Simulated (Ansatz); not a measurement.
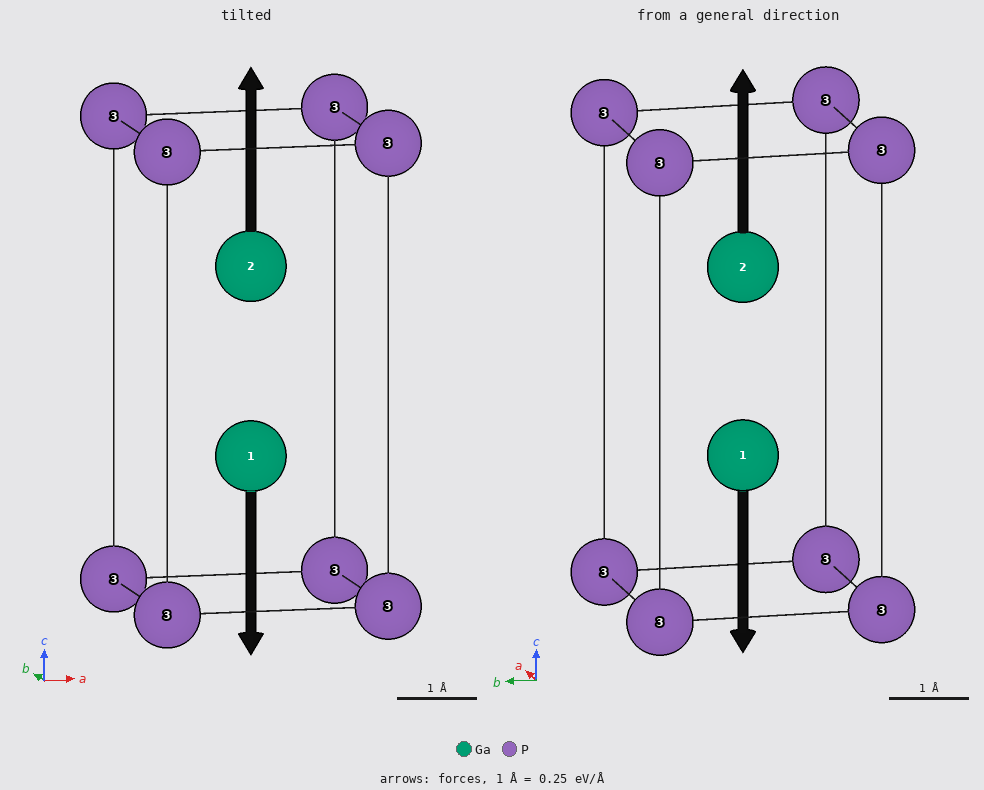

An orthographic spheres-only view of the structure, slightly off an axis and from a general direction. The parallelepiped is the simulation cell. The arrows are the computed forces on the atoms.

System: Ga2P. Level of theory and settings: Ansatz, DFT, PAW plane waves, PBE, plane-wave cutoff 420 eV, a 12×12×6 sampling of the Brillouin zone, Fermi-Dirac smearing of 0.1 eV, no spin polarisation.

> Is the structure at rest?

No. The atoms still feel forces of up to about 0.54 eV/Å, far above a usual threshold of 0.01 to 0.03 eV/Å.

> Where does the largest force act?

Ga1 and Ga2, about 0.54 eV/Å.

Where the cell comes from: a generated cell, made by putting these elements into a known structure type (the compound may or may not exist in this form). No relaxation was applied. It was run through Ansatz as a DFT input.
